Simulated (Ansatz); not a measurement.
**GaBH3ClO (SMILES O[B](Cl)[GaH2]): B2PLYP/6-31G(d) (spherical functions)**

Aim: the vertical ionisation energy of GaBH3ClO at B2PLYP/6-31G* (spherical functions), from 2 runs. 

Program for the calculation: Ansatz 0.2.0.

127 further runs of the same task are left out: 127 set aside as unsound or not needed.

### 1 The structure to begin with

GaBH3ClO: 7 atoms, total charge 0, spin state singlet. SMILES: `O[B](Cl)[GaH2]`. Geometry: relaxed at PBE0-D4/def2-TZVP. This is one conformer, not always the lowest.

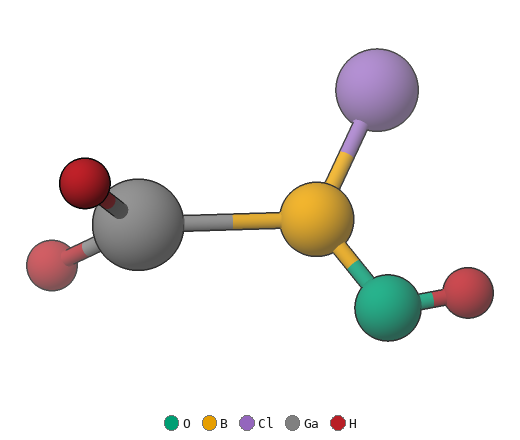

The structure, seen from a chosen angle (oxygen teal, boron amber, chlorine purple, gallium grey, hydrogen red).

### 2 The energy at B2PLYP/6-31G(d) (spherical functions)

molecule.yaml

```yaml
crystal:
  periodic: [false, false, false]
  atoms:
    - {symbol: O, position_ang: [-0.845500, -1.229100, 0.927100]}
    - {symbol: B, position_ang: [-0.031900, -0.664900, 0.017900]}
    - {symbol: Cl, position_ang: [0.899000, -1.736200, -1.070500]}
    - {symbol: Ga, position_ang: [0.202400, 1.406200, -0.190800]}
    - {symbol: H, position_ang: [-0.850900, -2.194300, 0.905900]}
    - {symbol: H, position_ang: [-0.691300, 2.232500, -1.186100]}
    - {symbol: H, position_ang: [1.318000, 2.185900, 0.596500]}
basis:
  gaussian: {orbitals: 6-31G_st_-spherical.json}
magnetization: {spin_polarized: false}
hamiltonian: {xc: {name: B2PLYP}}
correlation: {frozen_orbitals: {B: 1, Cl: 5, Ga: 9, H: 0, O: 1}}
accuracy: high
output: {orbitals: {seedname: orbitals}}
```

The basis set 6-31G* is read from a file made from the Basis Set Exchange's data (not shown).

Launch:

```sh
$ ansatz run molecule.yaml --threads 1 --pin off --max-ram 3480MiB --events-out events.jsonl --progress --plain --runs-dir runs
```

Log:

```text
Warning: RAYON_NUM_THREADS=1 ignored (pool sized by the plan → 1); use --threads N
Functional definition: B2PLYP
  name "B2PLYP"
  parameter a = 0.53
  parameter c = 0.27
  exchange = (1 - a)*b88_x + a*exact_x
  correlation = (1 - c)*lyp_c + c*(mp2_os + mp2_ss)
1791 factors; integrals over basis functions are off by at most 1.5e-8 eV
mean field evaluation 1: about -67641.4940 eV, gradient 3.7e1 eV
mean field evaluation 2: about -67641.5306 eV, gradient 3.7e1 eV
mean field evaluation 4: about -67643.9785 eV, gradient 2.8e0 eV
mean field evaluation 8: about -67644.0023 eV, gradient 7.9e-2 eV
mean field evaluation 16: about -67644.0023 eV, gradient 1.1e-5 eV
mean field -67644.00226792 eV, -2485.8712325945 hartree, gradient 8.9e-8 eV, S^2 0.000000; 0 other end points of the search recorded, 0 dependent functions left out
16 core orbitals not correlated: weight in the atoms' cores, before any rotation towards them, 1.000 or more for the frozen orbitals, at most 0.000 for the correlated occupied ones
reference -67644.00229547 eV, -2485.8712336071 hartree; 16, 16 occupied and 52, 52 virtual orbitals, 1791 factors
second order -20.53677522 eV of doubles, -0.00000000 eV of singles
Total energy: -67649.54722479 eV, -2486.0750060008 hartree
```

Run time: 13 s. Hardware: 1 thread of Arm Neoverse V1, shared host; peak memory 0.3 GiB.

### 3 The doublet cation, same level

job.yaml

```yaml
basis:
  gaussian:
    orbitals: 6-31G_st_-spherical.json
crystal:
  periodic: [false, false, false]
  atoms:
    - {symbol: O, position_ang: [-0.845500, -1.229100, 0.927100]}
    - {symbol: B, position_ang: [-0.031900, -0.664900, 0.017900]}
    - {symbol: Cl, position_ang: [0.899000, -1.736200, -1.070500]}
    - {symbol: Ga, position_ang: [0.202400, 1.406200, -0.190800]}
    - {symbol: H, position_ang: [-0.850900, -2.194300, 0.905900]}
    - {symbol: H, position_ang: [-0.691300, 2.232500, -1.186100]}
    - {symbol: H, position_ang: [1.318000, 2.185900, 0.596500]}
total_charge: 1
magnetization:
  spin_polarized: true
  initial_magnetization: 1
hamiltonian:
  xc: {name: B2PLYP}
correlation:
  frozen_orbitals: {B: 1, Cl: 5, Ga: 9, H: 0, O: 1}
accuracy: high
output: {orbitals: {seedname: orbitals}}
```

The basis set 6-31G* is read from a file made from the Basis Set Exchange's data (not shown).

Launch:

```sh
$ ansatz run job.yaml --threads 1 --pin off --max-ram 3480MiB --events-out events.jsonl --progress --plain --runs-dir runs
```

Log (excerpt; [...] marks lines left out):

```text
Warning: RAYON_NUM_THREADS=1 ignored (pool sized by the plan → 1); use --threads N
Functional definition: B2PLYP
  name "B2PLYP"
[...]
1791 factors; integrals over basis functions are off by at most 1.5e-8 eV
[...]
mean field -67634.34300947 eV, -2485.5162613939 hartree, gradient 3.6e-8 eV, S^2 0.760572; 4 other end points of the search recorded, 0 dependent functions left out
16 core orbitals not correlated: weight in the atoms' cores, before any rotation towards them, 1.000 or more for the frozen orbitals, at most 0.000 for the correlated occupied ones
reference -67634.34303619 eV, -2485.5162623756 hartree; 16, 15 occupied and 52, 53 virtual orbitals, 1791 factors
second order -20.41253400 eV of doubles, -0.00000000 eV of singles
Total energy: -67639.85442037 eV, -2485.7188020085 hartree
```

It took 28 s on 1 thread of Arm Neoverse V1, shared host; peak memory 0.59 GiB.

### 4 Results

At B2PLYP/6-31G* (spherical functions), 16 core orbitals frozen:

| quantity | value |
| --- | --- |
| singlet GaBH3ClO: total energy | -2486.07501 Eh |
| singlet GaBH3ClO: HOMO energy (SCF part's orbitals) | -8.63 eV |
| singlet GaBH3ClO: LUMO energy (SCF part's orbitals) | -0.69 eV |
| singlet GaBH3ClO: HOMO–LUMO gap (SCF part's orbitals) | 7.93 eV |
| doublet cation: total energy | -2485.71880 Eh |
| doublet cation: HOMO energy (SCF part's orbitals) (highest over α and β) | -15.18 eV |
| doublet cation: LUMO energy (SCF part's orbitals) (lowest over α and β) | -10.69 eV |
| doublet cation: ⟨S²⟩ | 0.761 |
| vertical ionisation energy (to the doublet cation) | 9.693 eV |

The vertical ionisation energy comes to 9.69 eV (935 kJ/mol). −ε(HOMO) before ionisation, 8.63 eV, is 1.07 eV below this ionisation energy.
